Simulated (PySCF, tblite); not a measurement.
# C₄H₉BO₃: geometry, infrared bands and NMR shifts

Wanted: the infrared bands and NMR shifts of C₄H₉BO₃ (`C[C@H](CC=O)B(O)O`), by calculation.

Programs: tblite 0.8.0 and PySCF 2.14.0, with density-fitted response routines of our own. Each step states its level of theory. These are calculated values for one molecule in the gas phase, unless marked as measured. Atoms count from 0, in the outputs and in this text.

### 1 The starting structure

17 atoms, charge 0, multiplicity 1; geometry from: force field or distance geometry start.

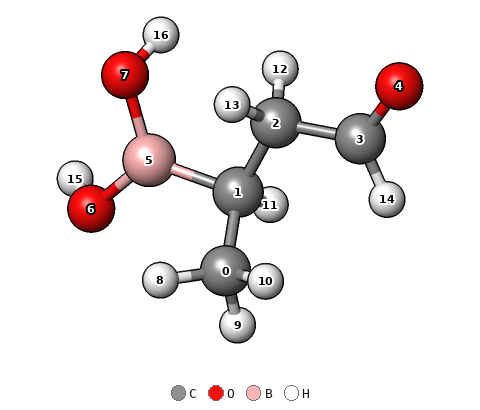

The starting geometry (carbon grey, oxygen red, boron pink, hydrogen white), atoms numbered.

### 2 Optimising the geometry with GFN2-xTB

What the job is given:

```
{"job": {"kind": "relax", "xc": "GFN2-xTB", "basis": "xTB"}, "charge": 0, "multiplicity": 1}
C     -0.179500     1.639100     0.433500
C      0.109700     0.272000    -0.060900
C     -0.870400    -0.798700     0.280500
C     -2.245700    -0.588400    -0.245700
O     -3.169700    -1.400600    -0.032000
B      1.477200    -0.177100     0.617800
O      2.704200     0.583500     0.532500
O      1.540600    -1.474700     1.311800
H      0.398500     1.916400     1.357900
H      0.117100     2.415500    -0.319600
H     -1.240100     1.861600     0.653400
H      0.337500     0.316300    -1.151100
H     -0.510900    -1.749100    -0.139800
H     -0.858100    -0.937300     1.388600
H     -2.426100     0.328800    -0.820200
H      3.426600     0.025800     0.148700
H      1.382100    -2.221100     0.684200
```

Run with:

```sh
$ OMP_NUM_THREADS=1 python probes_run.py task.json out
```

One launch serves the whole session: the jobs run in the order shown.

Standard output:

```text
step      E/eV     max force
  0    -723.42683    3.568
  1    -723.86015    4.419
  2    -724.06307    1.150
  3    -724.13747    1.027
  4    -724.24670    1.002
  5    -724.35646    1.363
  6    -724.48949    1.875
  7    -724.62703    1.197
  8    -724.76581    0.869
  9    -724.80398    0.945
 10    -724.81515    1.256
 11    -724.85581    0.372
 12    -724.87179    0.310
 13    -724.89347    0.271
 14    -724.90077    0.238
 15    -724.91179    0.185
 16    -724.91716    0.181
 17    -724.92494    0.236
 18    -724.93196    0.243
 19    -724.93746    0.208
 20    -724.94119    0.186
 21    -724.94427    0.138
 22    -724.94793    0.127
 23    -724.95188    0.140
 24    -724.95586    0.176
 25    -724.95975    0.162
 26    -724.96340    0.143
 27    -724.96656    0.141
 28    -724.96921    0.138
 29    -724.97161    0.110
 30    -724.97406    0.131
 31    -724.97645    0.114
 32    -724.97857    0.138
 33    -724.98070    0.146
 34    -724.98351    0.132
 35    -724.98732    0.168
 36    -724.99156    0.159
 37    -724.99596    0.168
 38    -725.00075    0.172
 39    -725.00662    0.172
 40    -725.01404    0.235
 41    -725.02086    0.214
 42    -725.02546    0.185
 43    -725.02417    0.392
 44    -725.03083    0.128
 45    -725.03279    0.115
 46    -725.03601    0.132
 47    -725.03757    0.124
 48    -725.03988    0.100
 49    -725.04191    0.111
 50    -725.04325    0.106
 51    -725.04524    0.091
 52    -725.04750    0.102
 53    -725.04969    0.097
 54    -725.05185    0.107
 55    -725.05427    0.107
 56    -725.05665    0.133
 57    -725.05900    0.124
 58    -725.06103    0.113
 59    -725.06274    0.082
 60    -725.06406    0.115
 61    -725.06493    0.057
 62    -725.06554    0.060
 63    -725.06608    0.049
 64    -725.06673    0.077
 65    -725.06782    0.113
 66    -725.06893    0.116
 67    -725.07013    0.100
 68    -725.07139    0.086
 69    -725.07268    0.076
 70    -725.07389    0.065
 71    -725.07485    0.070
 72    -725.07557    0.078
 73    -725.07613    0.077
 74    -725.07653    0.063
 75    -725.07695    0.090
 76    -725.07744    0.110
 77    -725.07785    0.095
 78    -725.07837    0.066
 79    -725.07927    0.074
 80    -725.08068    0.096
 81    -725.08230    0.097
 82    -725.08360    0.094
 83    -725.08275    0.445
 84    -725.08523    0.144
 85    -725.08584    0.087
 86    -725.08705    0.042
 87    -725.08729    0.040
 88    -725.08750    0.029
 89    -725.08757    0.024
 90    -725.08768    0.030
 91    -725.08781    0.030
 92    -725.08795    0.027
 93    -725.08807    0.037
 94    -725.08819    0.039
 95    -725.08834    0.034
 96    -725.08847    0.022
 97    -725.08855    0.019
 98    -725.08860    0.017
 99    -725.08863    0.017
100    -725.08869    0.020
101    -725.08876    0.022
102    -725.08882    0.025
103    -725.08886    0.026
104    -725.08891    0.023
105    -725.08897    0.019
106    -725.08903    0.019
107    -725.08909    0.016
108    -725.08912    0.015
109    -725.08914    0.009
```

Wall time 1.1 s (1 thread of Arm Neoverse N1, shared host); peak memory 0.18 GiB.

The steps of the relaxation: (not every step is listed)

| step | energy from step 0 (eV) | largest force (eV/Å) |
| --- | --- | --- |
| 0 | 0.0000 | 3.5683 |
| 1 | -0.4333 | 4.4190 |
| 2 | -0.6362 | 1.1499 |
| 3 | -0.7106 | 1.0267 |
| 4 | -0.8199 | 1.0019 |
| 5 | -0.9296 | 1.3629 |
| 6 | -1.0627 | 1.8753 |
| 7 | -1.2002 | 1.1968 |
| 8 | -1.3390 | 0.8685 |
| 17 | -1.4981 | 0.2364 |
| 26 | -1.5366 | 0.1434 |
| 35 | -1.5605 | 0.1685 |
| 44 | -1.6040 | 0.1281 |
| 53 | -1.6229 | 0.0975 |
| 62 | -1.6387 | 0.0604 |
| 71 | -1.6480 | 0.0701 |
| 80 | -1.6539 | 0.0958 |
| 89 | -1.6607 | 0.0245 |
| 98 | -1.6618 | 0.0171 |
| 104 | -1.6621 | 0.0234 |
| 105 | -1.6621 | 0.0195 |
| 106 | -1.6622 | 0.0186 |
| 107 | -1.6623 | 0.0164 |
| 108 | -1.6623 | 0.0149 |
| 109 | -1.6623 | 0.0095 |

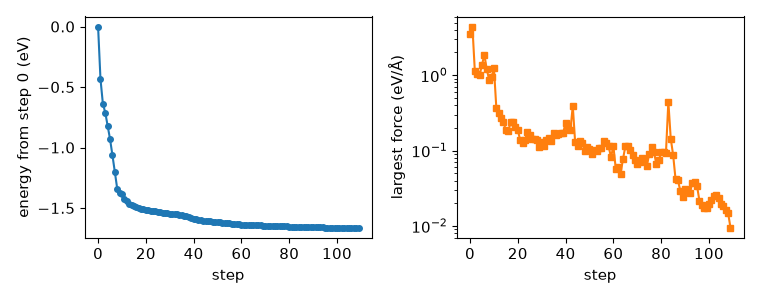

Energy and force, step by step.

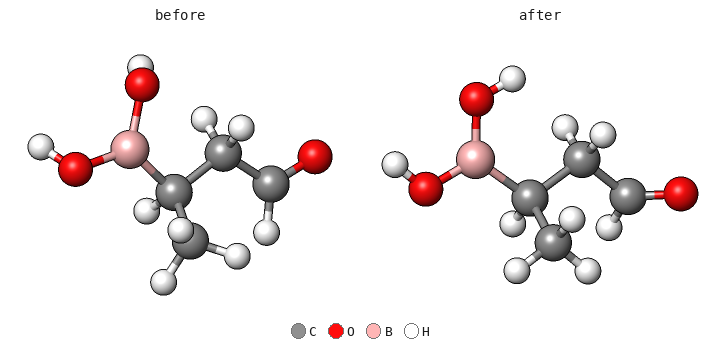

The geometry before (left) and after (right).

Distances of close pairs at the start and the end, largest changes first:

| bond | before (Å) | after (Å) | change (Å) |
| --- | --- | --- | --- |
| B5–O7 | 1.473 | 1.358 | -0.115 |
| B5–O6 | 1.446 | 1.346 | -0.101 |
| C0–C1 | 1.482 | 1.535 | +0.053 |
| C3–O4 | 1.249 | 1.198 | -0.050 |
| C1–C2 | 1.491 | 1.538 | +0.046 |
| C0–H8 | 1.125 | 1.088 | -0.037 |
| C0–H9 | 1.122 | 1.086 | -0.035 |
| O7–H16 | 0.988 | 0.956 | -0.032 |

The final coordinates are the input of the step that follows.

### 3 Infrared spectrum with GFN2-xTB

What the job is given:

```
{"job": {"kind": "ir", "xc": "GFN2-xTB", "basis": "xTB"}, "charge": 0, "multiplicity": 1}
C     -0.228846     1.520667     0.599680
C      0.157092     0.195585    -0.072910
C     -0.890622    -0.878928     0.261638
C     -2.244091    -0.513695    -0.271569
O     -3.272729    -0.554495     0.342046
B      1.661209    -0.229713     0.333437
O      2.659051     0.592482    -0.039038
O      1.982698    -1.355588     1.021004
H     -0.245407     1.406726     1.681661
H      0.498265     2.287337     0.347598
H     -1.214782     1.847943     0.274128
H      0.132920     0.361094    -1.155602
H     -0.611116    -1.822177    -0.218889
H     -0.962495    -1.035004     1.340506
H     -2.223981    -0.194569    -1.333719
H      3.531778     0.308160     0.236718
H      1.264058    -1.923794     1.292864
```

Standard output:

```text
mode    cm-1     km/mol
  1      29.0      2.77
  2      65.7      5.56
  3      84.9      4.99
  4     147.5      1.84
  5     198.1      0.38
  6     227.0      0.89
  7     293.9      4.55
  8     301.4      3.99
  9     401.9      0.34
 10     449.9     19.84
 11     515.5     15.70
 12     551.0     70.28
 13     574.9     11.63
 14     639.5    287.88
 15     725.4     21.07
 16     809.0      3.87
 17     931.3     10.26
 18     941.7     94.71
 19     953.2     67.88
 20     960.4    130.46
 21    1019.3      4.82
 22    1036.1     70.83
 23    1105.0     11.28
 24    1130.6      4.79
 25    1177.0     85.63
 26    1210.9     10.60
 27    1239.4    290.20
 28    1281.4    148.61
 29    1295.0    208.32
 30    1331.5     87.16
 31    1383.3     15.40
 32    1408.9      2.91
 33    1443.0      2.54
 34    1498.8      3.08
 35    1503.5      4.82
 36    1792.8    324.52
 37    2747.5    121.81
 38    2935.3     24.58
 39    2939.7     34.07
 40    2980.3     32.38
 41    3016.1     40.42
 42    3030.4     37.44
 43    3054.4     20.86
 44    3606.2     16.48
 45    3645.5     23.06
```

Wall time 0.8 s (1 thread of Arm Neoverse N1, shared host); peak memory 0.18 GiB.

The strongest bands and the atoms that carry them (share of the mass-weighted mode):

| cm⁻¹ | km/mol | atoms |
| --- | --- | --- |
| 640 | 287.9 | H15 61 %, B5 20 %, O6 11 % |
| 942 | 94.7 | H16 38 %, C0 10 %, H9 10 % |
| 960 | 130.5 | H16 24 %, H15 23 %, O6 17 % |
| 1239 | 290.2 | B5 51 %, O7 13 % |
| 1281 | 148.6 | H11 22 %, B5 20 %, C1 18 % |
| 1295 | 208.3 | B5 35 %, H11 26 % |
| 1793 | 324.5 | C3 60 %, O4 39 % |
| 2748 | 121.8 | H14 94 % |

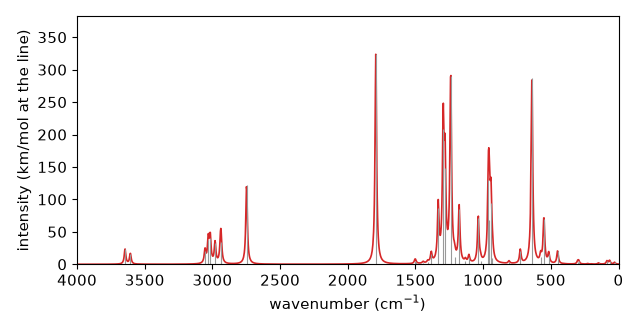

The infrared spectrum from these modes, unscaled. Lines are broadened to a width of 14 cm⁻¹ (Lorentzian).

### 4 NMR shieldings: PBE0/pcSseg-1

The job, as its differences from that of step 3:

```diff
@@ -1,2 +1,2 @@
-{"job": {"kind": "ir", "xc": "GFN2-xTB", "basis": "xTB"}, "charge": 0, "multiplicity": 1}
+{"job": {"kind": "nmr", "xc": "PBE0", "basis": "pcSseg-1"}, "charge": 0, "multiplicity": 1}
 C     -0.228846     1.520667     0.599680
```

Level: GIAO PBE0/pcSseg-1 NMR shielding, non-relativistic, gas phase.

Standard output:

```text
coarse grid: 14272 points
cycle   1  E = -407.6537382903  dE =  1.130e+00  |g| = 1.117e+00  |ddm| = 3.526e+00
cycle   2  E = -407.2007685174  dE =  4.530e-01  |g| = 1.915e+00  |ddm| = 2.473e+00
cycle   3  E = -407.8707900095  dE = -6.700e-01  |g| = 3.085e-01  |ddm| = 1.884e+00
cycle   4  E = -407.8889872745  dE = -1.820e-02  |g| = 7.807e-02  |ddm| = 2.612e-01
cycle   5  E = -407.8899369974  dE = -9.497e-04  |g| = 2.109e-02  |ddm| = 6.038e-02
cycle   6  E = -407.8900281673  dE = -9.117e-05  |g| = 6.054e-03  |ddm| = 1.918e-02
cycle   7  E = -407.8900355205  dE = -7.353e-06  |g| = 1.553e-03  |ddm| = 5.230e-03
final grid: 138016 points
cycle   8  E = -407.9662394143  dE = -4.307e-05  |g| = 1.476e-02  |ddm| = 3.502e-02
cycle   9  E = -407.9661432114  dE =  9.620e-05  |g| = 2.685e-02  |ddm| = 2.945e-02
cycle  10  E = -407.9662815190  dE = -1.383e-04  |g| = 2.994e-03  |ddm| = 2.007e-02
cycle  11  E = -407.9662832758  dE = -1.757e-06  |g| = 3.458e-04  |ddm| = 2.234e-03
cycle  12  E = -407.9662832940  dE = -1.816e-08  |g| = 1.537e-04  |ddm| = 3.792e-04
cycle  13  E = -407.9662832984  dE = -4.412e-09  |g| = 3.417e-05  |ddm| = 1.243e-04
cycle  14  E = -407.9662832986  dE = -2.362e-10  |g| = 8.137e-06  |ddm| = 3.200e-05
converged SCF energy = -407.9662832986

GIAO shielding tensors (ppm)
atom      isotropic    diamagn.    paramagn.     s11        s22        s33       span
  0 C      168.663     248.559     -79.896    155.316    166.079    184.594     29.279
  1 C      168.504     254.789     -86.285    164.490    167.100    173.923      9.433
  2 C      137.603     254.914    -117.311    115.191    135.441    162.176     46.985
  3 C      -21.738     248.438    -270.175   -117.709    -32.173     84.669    202.379
  4 O     -377.963     394.952    -772.915  -1004.675   -469.016    339.803   1344.478
  5 B       71.105     194.839    -123.734     53.533     67.208     92.574     39.042
  6 O      221.280     385.744    -164.464    118.797    262.773    282.268    163.471
  7 O      215.560     388.085    -172.525    100.019    260.544    286.117    186.098
  8 H       31.125      31.448      -0.323     27.589     28.690     37.095      9.506
  9 H       30.201      30.434      -0.233     25.145     28.727     36.732     11.587
 10 H       30.805      31.027      -0.222     26.078     29.199     37.136     11.058
 11 H       30.092      34.591      -4.499     26.644     28.197     35.434      8.790
 12 H       29.633      32.999      -3.366     26.508     27.785     34.607      8.099
 13 H       29.990      34.101      -4.111     27.119     29.748     33.101      5.982
 14 H       21.789      28.992      -7.203     18.801     20.609     25.957      7.157
 15 H       27.479      29.241      -1.761     21.588     22.890     37.959     16.371
 16 H       27.315      33.425      -6.111     20.120     26.570     35.254     15.133
```

Wall time 50 s (1 thread of Arm Neoverse N1, shared host); peak memory 0.82 GiB.

Shifts follow as δ = σ(reference) − σ, with reference shieldings (ppm) from runs at the same level and on the same kind of geometry: 1H TMS 31.72, 13C TMS 186.9, 17O H2O 336.1, 11B BF3·OEt2 100.1. The references are single molecules in the gas phase, so shifts against H2O, NH3, PH3, H3PO4 or CFCl3 are not on the usual liquid scales and can be off by tens of ppm. Atoms listed in one row are averaged.

| atoms | environment | σ (ppm) | δ (ppm) | δ scaled to CDCl3 |
| --- | --- | --- | --- | --- |
| C3 | aldehyde carbonyl carbon | -21.7 | 208.7 | 201.7 |
| C2 | sp3 CH2 α to a carbonyl | 137.6 | 49.3 | 46.2 |
| C1 | sp3 CH bonded to B | 168.5 | 18.4 | 16.1 |
| C0 | methyl carbon | 168.7 | 18.3 | 15.9 |
| H14 | hydrogen on an aldehyde carbonyl carbon | 21.79 | 9.93 | 9.47 |
| H15, H16 | hydrogen on an oxygen bonded to B | 27.40 | 4.32 | – |
| H12 | hydrogen on an sp3 CH2 α to a carbonyl | 29.63 | 2.08 | 2.07 |
| H13 | hydrogen on an sp3 CH2 α to a carbonyl | 29.99 | 1.73 | 1.73 |
| H11 | hydrogen on an sp3 CH bonded to B | 30.09 | 1.63 | 1.64 |
| H8, H9, H10 | hydrogen on a methyl carbon | 30.71 | 1.01 | 1.05 |
| O4 | aldehyde oxygen | -378.0 | 714.0 | – |
| O6, O7 | oxygen bonded to B, H | 218.4 | 117.7 | – |
| B5 | boron bonded to C, 2 O | 71.1 | 29.0 | – |

The scaled column applies a straight-line fit of computed shieldings to shifts measured in CDCl3 (root-mean-square error 0.16 ppm for H, 1.9 ppm for C).

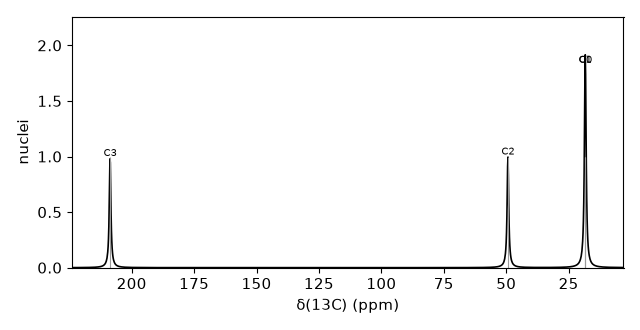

13C lines at the computed shifts, without couplings. Lines are broadened to a width of 0.76 ppm (Lorentzian).

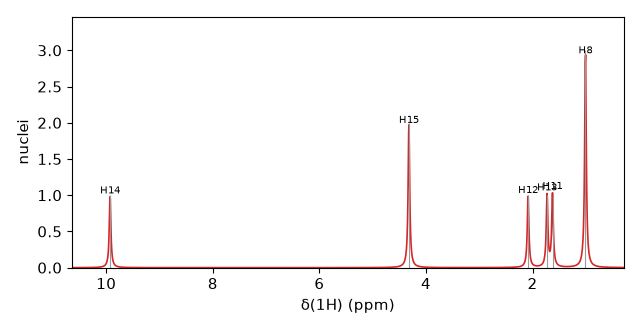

1H lines at the computed shifts, without couplings. Lines are broadened to a width of 0.04 ppm (Lorentzian).

The run also stored atomic charges by several schemes (e):

| atoms | Mulliken | IAO | Hirshfeld | ESP fit |
| --- | --- | --- | --- | --- |
| C0 | -0.24 | -0.41 | -0.12 | -0.37 |
| C1 | -0.56 | -0.27 | -0.09 | 0.17 |
| C2 | -0.25 | -0.32 | -0.08 | -0.31 |
| C3 | 0.25 | 0.28 | 0.14 | 0.55 |
| O4 | -0.34 | -0.38 | -0.23 | -0.48 |
| B5 | 0.61 | 0.51 | 0.25 | 0.55 |
| O6, O7 | -0.40 | -0.55 | -0.26 | -0.70 |

Hirshfeld charges:

C0 -0.12; C1 -0.09; C2 -0.08; C3 0.14; O4 -0.23; B5 0.25; O6 -0.25; O7 -0.26; H8 0.04; H9 0.04; H10 0.04; H11 0.04; H12 0.05; H13 0.04; H14 0.04; H15 0.18; H16 0.17

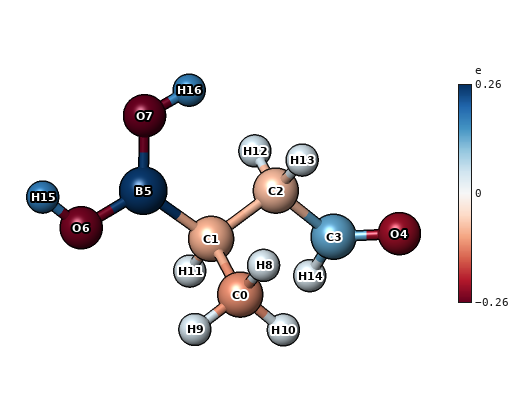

Hirshfeld charges, as colours on the atoms.

Mayer bond orders: C0–C1 1.04, C1–C2 1.01, C2–C3 0.99, C3–O4 2.04, C1–B5 0.87, B5–O6 1.26, B5–O7 1.23.

### 5 What came out

```
                                                               quantity                                   value
                              strongest single infrared mode (GFN2-xTB)                   1793 cm⁻¹, 325 km/mol
                                           zero-point energy (GFN2-xTB)                           83.8 kcal/mol
                                 13C shifts against TMS (PBE0/pcSseg-1)             208.7, 49.3, 18.4, 18.3 ppm
 1H shifts against TMS (PBE0/pcSseg-1, means over atoms taken as alike)  9.93, 4.32, 2.08, 1.73, 1.63, 1.01 ppm
17O shifts against H2O (PBE0/pcSseg-1, means over atoms taken as alike)                        714.0, 117.7 ppm
                            11B shifts against BF3·OEt2 (PBE0/pcSseg-1)                                29.0 ppm
```

**Reading.** Over 109 steps the energy fell by 1.662 eV; of the close pairs, B5–O7 changed most, 1.473 to 1.358 Å. No mode is imaginary among the 45: a minimum at this level. The strongest single mode, at 1793 cm⁻¹, moves mainly C3 and O4. GFN2-xTB is a fitted tight-binding method: band positions and strengths are rough. Its intensities can rank the bands wrongly. The most deshielded carbon is C3 (aldehyde carbonyl carbon), at 208.7 ppm: the double bond to the heteroatom, with no lone-pair donor beside it, deshields it most. H14 (hydrogen on an aldehyde carbonyl carbon) lies farthest downfield among hydrogen, at 9.93 ppm; the C=O anisotropy and electron withdrawal place aldehyde protons far downfield. At PBE0/pcSseg-1: The widest tensor belongs to O4: span 1344 ppm, with a paramagnetic part of -773 ppm.
